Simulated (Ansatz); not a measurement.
Nudged elastic band of AlH5O2

AlH5O2, computed with RKS PBE0-D4/def2-SVP (Ansatz 0.2.0).

It belongs to a series of runs on one base structure; here: band between the two ends. Figures and captions count atoms from 1; the log counts them from 0 in places.

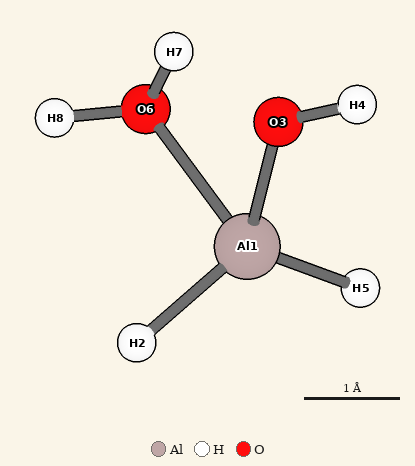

*The structure as given in the input (ball-and-stick view, seen at a tilt; atoms are numbered from 1 in the order of the input). Sticks mark near contacts.*

### The input
```yaml
crystal:
  periodic: [false, false, false]
  atoms:
    - { symbol: Al, position_ang: [-0.203801, -0.107252, 0.234075] }
    - { symbol: H, position_ang: [-0.476395, -0.944391, 1.566303] }
    - { symbol: O, position_ang: [1.487949, 0.106387, -0.219908] }
    - { symbol: H, position_ang: [1.905033, -0.172962, -1.035435] }
    - { symbol: H, position_ang: [-1.281236, -0.020571, -0.934682] }
    - { symbol: O, position_ang: [0.086182, 1.722738, 1.002181] }
    - { symbol: H, position_ang: [1.01298, 1.671592, 0.663725] }
    - { symbol: H, position_ang: [0.133387, 1.76056, 1.966542] }
basis:
  gaussian: { orbitals: def2-SVP }
hamiltonian:
  xc: pbe0
  dispersion: d4
neb:
  order_check: false
  images: 7
  f_tol: 0.05
  max_iterations: 60
  final_atoms:
    - { symbol: Al, position_ang: [0.09831073, 0.62016981, -0.17117308] }
    - { symbol: H, position_ang: [-0.19301042, -0.5694219, 1.96045779] }
    - { symbol: O, position_ang: [1.61547925, -0.10965893, -0.43757128] }
    - { symbol: H, position_ang: [1.77472249, -0.90882075, -0.94037158] }
    - { symbol: H, position_ang: [-1.25685314, 0.02729811, -0.71345356] }
    - { symbol: O, position_ang: [0.06127504, 2.15279732, 0.57266878] }
    - { symbol: H, position_ang: [0.84139049, 2.62797136, 0.86286538] }
    - { symbol: H, position_ang: [-0.27721543, 0.17576598, 2.10937854] }
  initial_path:
    images:
      - { positions_ang: [[-0.203801, -0.107252, 0.234075], [-0.476395, -0.944391, 1.566303], [1.487949, 0.106387, -0.219908], [1.905033, -0.172962, -1.035435], [-1.281236, -0.020571, -0.934682], [0.086182, 1.722738, 1.002181], [1.01298, 1.671592, 0.663725], [0.133387, 1.76056, 1.966542]] }
      - { positions_ang: [[-0.14640532, -0.07389747, 0.16331509], [-0.37650512, -0.73270428, 1.63829072], [1.51917022, 0.102107, -0.37804619], [1.91059479, -0.34210445, -1.0395838], [-1.28125884, 0.0025684, -0.92582137], [0.08208681, 1.77993284, 0.93585972], [0.86420659, 1.73395256, 0.91891516], [0.09220988, 1.54624639, 1.92987168]] }
      - { positions_ang: [[-0.08900964, -0.04054294, 0.09255517], [-0.27661523, -0.52101755, 1.71027843], [1.55039144, 0.09782701, -0.53618437], [1.91615657, -0.5112469, -1.0437326], [-1.28128169, 0.0257078, -0.91696074], [0.07799162, 1.83712768, 0.86953844], [0.71543318, 1.79631312, 1.17410532], [0.05103276, 1.33193279, 1.89320136]] }
      - { positions_ang: [[-0.03161396, -0.00718842, 0.02179526], [-0.17672535, -0.30933083, 1.78226615], [1.58161266, 0.09354701, -0.69432256], [1.92171836, -0.68038935, -1.0478814], [-1.28130453, 0.0488472, -0.90810011], [0.07389643, 1.89432253, 0.80321715], [0.56665976, 1.85867368, 1.42929548], [0.00985564, 1.11761918, 1.85653103]] }
      - { positions_ang: [[0.02578172, 0.02616611, -0.04896465], [-0.07683546, -0.0976441, 1.85425387], [1.61283388, 0.08926701, -0.85246075], [1.92728014, -0.8495318, -1.05203021], [-1.28132738, 0.0719866, -0.89923948], [0.06980123, 1.95151737, 0.73689587], [0.41788635, 1.92103424, 1.68448564], [-0.03132148, 0.90330557, 1.81986071]] }
      - { positions_ang: [[0.04391397, 0.17466704, -0.07951676], [-0.1058792, -0.21558855, 1.88080485], [1.61349522, 0.03953553, -0.74873838], [1.88914073, -0.86435404, -1.02411555], [-1.27520882, 0.06081448, -0.852793], [0.06766968, 2.00183735, 0.6958391], [0.52376238, 2.09776852, 1.47908057], [-0.09279497, 0.72142067, 1.89224017]] }
      - { positions_ang: [[0.06204623, 0.32316796, -0.11006887], [-0.13492294, -0.333533, 1.90735583], [1.61415656, -0.01019596, -0.64501601], [1.85100131, -0.87917627, -0.99620089], [-1.26909026, 0.04964235, -0.80634652], [0.06553814, 2.05215734, 0.65478233], [0.62963842, 2.2745028, 1.27367551], [-0.15426845, 0.53953578, 1.96461963]] }
      - { positions_ang: [[0.08017848, 0.47166889, -0.14062097], [-0.16396668, -0.45147745, 1.93390681], [1.6148179, -0.05992745, -0.54129364], [1.8128619, -0.89399851, -0.96828623], [-1.2629717, 0.03847023, -0.75990004], [0.06340659, 2.10247733, 0.61372556], [0.73551445, 2.45123708, 1.06827044], [-0.21574194, 0.35765088, 2.03699909]] }
      - { positions_ang: [[0.09831073, 0.62016981, -0.17117308], [-0.19301042, -0.5694219, 1.96045779], [1.61547925, -0.10965893, -0.43757128], [1.77472249, -0.90882075, -0.94037158], [-1.25685314, 0.02729811, -0.71345356], [0.06127504, 2.15279732, 0.57266878], [0.84139049, 2.62797136, 0.86286538], [-0.27721543, 0.17576598, 2.10937854]] }
```

Machine: 1 thread of Arm Neoverse V2, 24 GiB of memory available, shared host.

Launch command:
```bash
ansatz run input.yaml --threads 1 --pin off --max-ram 2048MiB --backend cpu --events-out ev --progress --plain --runs-dir out
```

### The program's output
```
Engine: ansatz 0.2.0, aarch64-unknown-linux-gnu
Functional definition: PBE0
  parameter a = 0.25
  parameter kappa = 0.804
  parameter beta = 0.06672455060314922
  exchange = (1 - a)*pbe_x(kappa = kappa, mu = beta*pi^2/3) + a*exact_x
  correlation = pbe_c(beta = beta)
721 factors; integrals over basis functions are off by at most 4.3e-4 eV
mean field evaluation 1: about -10755.0747 eV, gradient 6.0e1 eV
mean field evaluation 2: about -10745.7827 eV, gradient 9.2e1 eV
mean field evaluation 4: about -10761.2555 eV, gradient 4.7e0 eV
mean field evaluation 8: about -10761.2914 eV, gradient 4.2e-2 eV
mean field -10761.29136947 eV, -395.4701635627 hartree, gradient 4.0e-5 eV, S^2 0.000000; 0 other end points of the search recorded, 0 dependent functions left out
the calculation of the forces begins
reference -10761.29139703 eV, -395.4701645756 hartree; 17, 17 occupied and 54, 54 virtual orbitals, 721 factors
723 factors; integrals over basis functions are off by at most 4.6e-4 eV
mean field evaluation 16: about -10735.2279 eV, gradient 1.2e2 eV
mean field -10761.38186179 eV, -395.4734890943 hartree, gradient 5.6e-5 eV, S^2 0.000000; 0 other end points of the search recorded, 0 dependent functions left out
[... from here on the field's lines of each further geometry are left out, up to the last ...]
NEB iter   1: max|band force component| = 3.487e1 eV/Å  barrier→ = 5.6108 eV  barrier← = 5.7024 eV  Δτ_max = 0.2000 Å  (204 SCF iters)
NEB iter   2: max|band force component| = 4.279e0 eV/Å  barrier→ = 2.2192 eV  barrier← = 2.3108 eV  Δτ_max = 0.2000 Å  (188 SCF iters)
NEB iter   3: max|band force component| = 2.854e0 eV/Å  barrier→ = 1.1020 eV  barrier← = 1.1937 eV  Δτ_max = 0.1923 Å  (180 SCF iters)
NEB iter   4: max|band force component| = 1.259e0 eV/Å  barrier→ = 0.8929 eV  barrier← = 0.9845 eV  Δτ_max = 0.1971 Å  (168 SCF iters)
NEB iter   5: max|band force component| = 1.904e0 eV/Å  barrier→ = 0.7866 eV  barrier← = 0.8782 eV  Δτ_max = 0.0992 Å  (166 SCF iters)
NEB iter   6: max|band force component| = 9.530e-1 eV/Å  barrier→ = 0.7358 eV  barrier← = 0.8274 eV  Δτ_max = 0.1001 Å  (165 SCF iters)
NEB iter   7: max|band force component| = 5.118e-1 eV/Å  barrier→ = 0.6757 eV  barrier← = 0.7673 eV  Δτ_max = 0.0996 Å  (155 SCF iters)
NEB iter   8: max|band force component| = 6.775e-1 eV/Å  barrier→ = 0.6011 eV  barrier← = 0.6927 eV  CI = image 4  Δτ_max = 0.1010 Å  (163 SCF iters)
NEB iter   9: max|band force component| = 4.329e-1 eV/Å  barrier→ = 0.7209 eV  barrier← = 0.8126 eV  CI = image 4  Δτ_max = 0.1027 Å  (161 SCF iters)
NEB iter  10: max|band force component| = 6.854e-1 eV/Å  barrier→ = 0.7535 eV  barrier← = 0.8451 eV  CI = image 4  Δτ_max = 0.0504 Å  (161 SCF iters)
NEB iter  11: max|band force component| = 1.494e-1 eV/Å  barrier→ = 0.7284 eV  barrier← = 0.8200 eV  CI = image 4  Δτ_max = 0.0266 Å  (154 SCF iters)
NEB iter  12: max|band force component| = 1.474e-1 eV/Å  barrier→ = 0.7249 eV  barrier← = 0.8165 eV  CI = image 4  Δτ_max = 0.0479 Å  (155 SCF iters)
NEB iter  13: max|band force component| = 7.676e-2 eV/Å  barrier→ = 0.7217 eV  barrier← = 0.8133 eV  CI = image 4  Δτ_max = 0.0211 Å  (154 SCF iters)
the calculation of the forces begins
reference -10761.36006596 eV, -395.4726881122 hartree; 17, 17 occupied and 54, 54 virtual orbitals, 723 factors
722 factors; integrals over basis functions are off by at most 1.2e-3 eV
mean field evaluation 736: about -10760.5699 eV, gradient 1.2e-5 eV
mean field -10760.56988453 eV, -395.4436494801 hartree, gradient 1.6e-5 eV, S^2 0.000000; 1 other end points of the search recorded, 0 dependent functions left out
the calculation of the forces begins
reference -10760.56991250 eV, -395.4436505081 hartree; 17, 17 occupied and 54, 54 virtual orbitals, 722 factors
NEB iter  14: max|band force component| = 4.554e-2 eV/Å  barrier→ = 0.7209 eV  barrier← = 0.8126 eV  CI = image 4  Δτ_max = 0.0000 Å  (311 SCF iters)
```

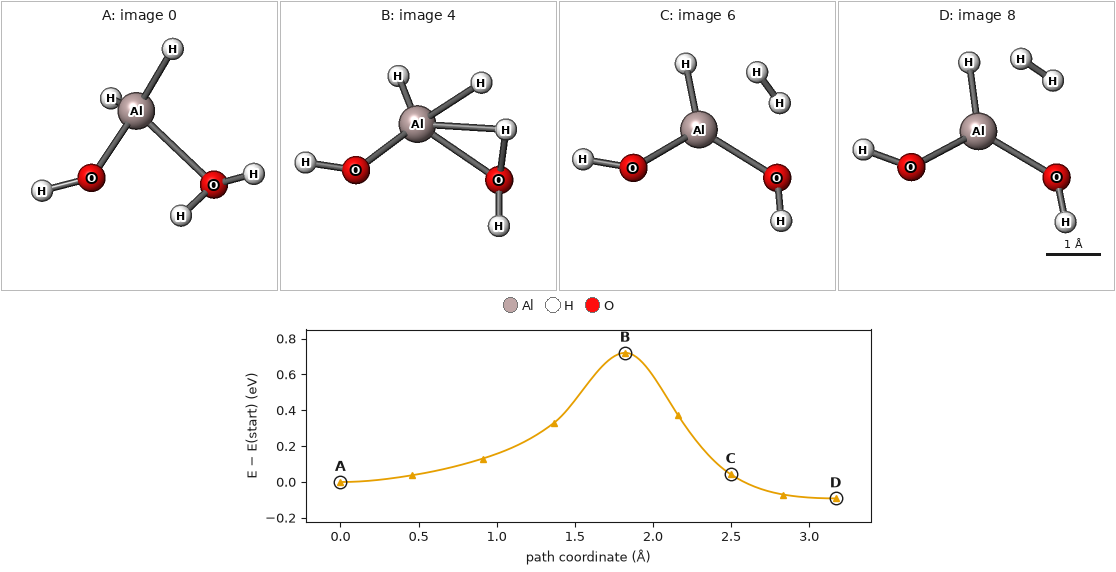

*Images of the last band (counted from 0; ball-and-stick, seen on its broad side) above the energy along the path; the line is a cubic interpolation that uses the forces.*

The highest image is number 4, 0.721 eV above the start and 0.813 eV above the end (the climbing image); the end lies 0.092 eV below the start. The path is 3.17 Å long. The band converged in 14 iterations.

```
Total energy: -10760.65449253 eV, -395.4467587668 hartree
Atom 0 at    -0.009513     0.233962     0.027369 Å, force     0.008196     0.013108     0.013855 eV/Å
Atom 1 at    -0.260586    -0.275677     1.720150 Å, force    -0.018873    -0.021391     0.002917 eV/Å
Atom 2 at     1.604472    -0.063376    -0.447492 Å, force     0.007811     0.006850     0.002349 eV/Å
Atom 3 at     1.905371    -0.629286    -1.158130 Å, force    -0.009667    -0.004377    -0.003141 eV/Å
Atom 4 at    -1.271440    -0.056539    -0.875271 Å, force     0.003732    -0.003914     0.002386 eV/Å
Atom 5 at    -0.007967     1.789755     1.045272 Å, force    -0.007729    -0.001966     0.002951 eV/Å
Atom 6 at     0.832322     2.245700     1.184230 Å, force     0.003108     0.004589    -0.005555 eV/Å
Atom 7 at    -0.128561     0.771561     1.746673 Å, force     0.013422     0.007101    -0.015762 eV/Å
Dipole moment:     0.262492     0.066686    -0.015536 e Å
this run last wrote the band of iteration 14 to [file]
```

### The last band as extended XYZ (Å, eV, eV/Å)
```
8
Properties=species:S:1:pos:R:3:forces:R:3 image=0 energy=-10761.37541
Al   -0.2038   -0.1073    0.2341    0.0167  -0.0041  -0.0088
H    -0.4764   -0.9444    1.5663    0.0011   0.0013  -0.0003
O     1.4879    0.1064   -0.2199   -0.0164  -0.0010   0.0072
H     1.9050   -0.1730   -1.0354   -0.0046  -0.0005  -0.0003
H    -1.2812   -0.0206   -0.9347   -0.0008   0.0002  -0.0010
O     0.0862    1.7227    1.0022    0.0142  -0.0047   0.0103
H     1.0130    1.6716    0.6637   -0.0008   0.0052  -0.0037
H     0.1334    1.7606    1.9665   -0.0093   0.0036  -0.0035
8
Properties=species:S:1:pos:R:3:forces:R:3 image=1 energy=-10761.33820
Al   -0.1369   -0.0821    0.1898   -0.0130  -0.0130   0.0123
H    -0.4170   -0.8259    1.5820   -0.0211  -0.0564  -0.0101
O     1.5303    0.0312   -0.3103   -0.0154   0.0296   0.0223
H     1.8825   -0.3573   -1.1123    0.0047   0.0488   0.0210
H    -1.2571   -0.0139   -0.9417   -0.0017   0.0024  -0.0011
O     0.0562    1.7319    1.0326    0.0135  -0.0185  -0.0032
H     0.9841    1.9269    0.8113    0.0166  -0.0628  -0.0532
H     0.0221    1.6054    1.9914    0.0164   0.0699   0.0120
8
Properties=species:S:1:pos:R:3:forces:R:3 image=2 energy=-10761.24447
Al   -0.0834   -0.0357    0.1377   -0.0163  -0.0530   0.0248
H    -0.3601   -0.6638    1.5973   -0.0453  -0.1443  -0.0265
O     1.5679   -0.0463   -0.3838   -0.0070   0.0326   0.0323
H     1.8927   -0.5029   -1.1607   -0.0060   0.0616   0.0049
H    -1.2442   -0.0064   -0.9523    0.0136   0.0148  -0.0176
O     0.0273    1.7514    1.0567    0.0159  -0.0305  -0.0063
H     0.9165    2.1320    0.9942    0.0309  -0.0532  -0.0954
H    -0.0526    1.3877    1.9537    0.0141   0.1719   0.0839
8
Properties=species:S:1:pos:R:3:forces:R:3 image=3 energy=-10761.04500
Al   -0.0471    0.0549    0.0848   -0.0502  -0.2860   0.0873
H    -0.2952   -0.4516    1.6351   -0.0495  -0.2914  -0.1359
O     1.5893   -0.0626   -0.4347    0.0027   0.0478   0.0100
H     1.9135   -0.6009   -1.1570   -0.0047   0.0593  -0.0189
H    -1.2612   -0.0291   -0.9298    0.0083   0.0380  -0.0756
O    -0.0022    1.7765    1.0746   -0.0421  -0.0278   0.0152
H     0.8579    2.2140    1.1526    0.0334  -0.0677  -0.0106
H    -0.0908    1.1149    1.8172    0.1021   0.5279   0.1286
8
Properties=species:S:1:pos:R:3:forces:R:3 image=4 energy=-10760.65446
Al   -0.0095    0.2340    0.0274    0.0082   0.0131   0.0139
H    -0.2606   -0.2757    1.7202   -0.0189  -0.0214   0.0029
O     1.6045   -0.0634   -0.4475    0.0078   0.0069   0.0023
H     1.9054   -0.6293   -1.1581   -0.0097  -0.0044  -0.0031
H    -1.2714   -0.0565   -0.8753    0.0037  -0.0039   0.0024
O    -0.0080    1.7898    1.0453   -0.0077  -0.0020   0.0030
H     0.8323    2.2457    1.1842    0.0031   0.0046  -0.0056
H    -0.1286    0.7716    1.7467    0.0134   0.0071  -0.0158
8
Properties=species:S:1:pos:R:3:forces:R:3 image=5 energy=-10761.00209
Al    0.0168    0.3751   -0.0219    0.1069   0.6145  -0.2209
H    -0.2555   -0.2565    1.8114   -0.0264  -0.0282   0.3012
O     1.6006   -0.0951   -0.4353    0.0271  -0.0534   0.0422
H     1.8918   -0.6702   -1.1420   -0.0341  -0.0595   0.0154
H    -1.2715   -0.0901   -0.8132    0.0363  -0.0220   0.1597
O     0.0019    1.8829    0.9059    0.0421   0.3311  -0.5012
H     0.8429    2.2967    1.1190    0.0355   0.1407  -0.0937
H    -0.1630    0.5733    1.8187   -0.1875  -0.9233   0.2972
8
Properties=species:S:1:pos:R:3:forces:R:3 image=6 energy=-10761.33191
Al    0.0505    0.4906   -0.0944    0.0422   0.2274  -0.1288
H    -0.2531   -0.3425    1.9015   -0.0196  -0.2055   0.1337
O     1.6105   -0.1078   -0.4305    0.0069  -0.0010  -0.0048
H     1.8626   -0.7250   -1.1171   -0.0224  -0.0530   0.0325
H    -1.2627   -0.0898   -0.7517    0.0288   0.0327   0.0795
O     0.0105    1.9920    0.7582    0.0585   0.1498  -0.2489
H     0.8436    2.3667    1.0561   -0.0202   0.1188  -0.0411
H    -0.1978    0.4319    1.9207   -0.0743  -0.2694   0.1779
8
Properties=species:S:1:pos:R:3:forces:R:3 image=7 energy=-10761.44529
Al    0.0857    0.5630   -0.1477   -0.0040   0.0506  -0.0578
H    -0.2498   -0.4561    1.9656   -0.0038  -0.1075   0.0273
O     1.6238   -0.0986   -0.4630    0.0137   0.0076   0.0048
H     1.8275   -0.8234   -1.0541   -0.0141  -0.0270   0.0187
H    -1.2517   -0.0435   -0.7193    0.0062   0.0149   0.0175
O     0.0366    2.0756    0.6494    0.0261   0.0313  -0.0428
H     0.8352    2.4923    0.9797   -0.0094   0.0613  -0.0217
H    -0.2431    0.3068    2.0322   -0.0146  -0.0314   0.0541
8
Properties=species:S:1:pos:R:3:forces:R:3 image=8 energy=-10761.46702
Al    0.0983    0.6202   -0.1712   -0.0084   0.0081  -0.0051
H    -0.1930   -0.5694    1.9605    0.0018   0.0032  -0.0004
O     1.6155   -0.1097   -0.4376   -0.0004   0.0060  -0.0001
H     1.7747   -0.9088   -0.9404   -0.0006  -0.0077   0.0008
H    -1.2569    0.0273   -0.7135    0.0070  -0.0001   0.0055
O     0.0613    2.1528    0.5727   -0.0038  -0.0137  -0.0056
H     0.8414    2.6280    0.8629    0.0065   0.0076   0.0065
H    -0.2772    0.1758    2.1094   -0.0022  -0.0035  -0.0015
```

### Summary

| quantity | value |
| --- | --- |
| outcome | converged |
| barrier, forward | 0.721 eV |
| barrier, backward | 0.813 eV |
| wall time | 2.6 min |
| peak memory | 0.13 GiB |

The order of the saddle point was not checked.
